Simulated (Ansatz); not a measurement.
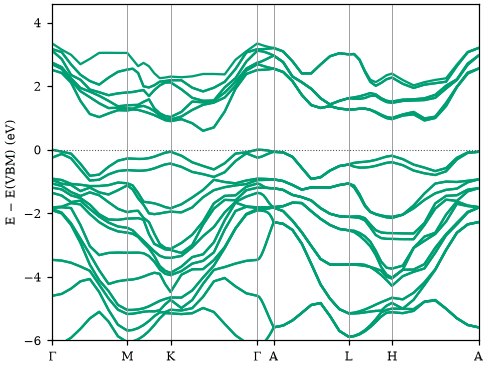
*Band structure from PBE+D3(BJ) with spin–orbit coupling in the plane-wave PAW code Ansatz*

Read off the gap and where the band edges lie.

About 0.6 eV (0.58 eV by a search for the band edges); maximum at Γ, minimum on the K–Γ line, 41 % of the way from K.

The material is Te₂Mo in space group P6_3/mmc (No. 194; Te on 4f, Mo on 2c).

Symmetry was held in the PBE+D3(BJ) relaxation. No spin polarisation was allowed.

Potentials: the later of the program's two PAW sets.
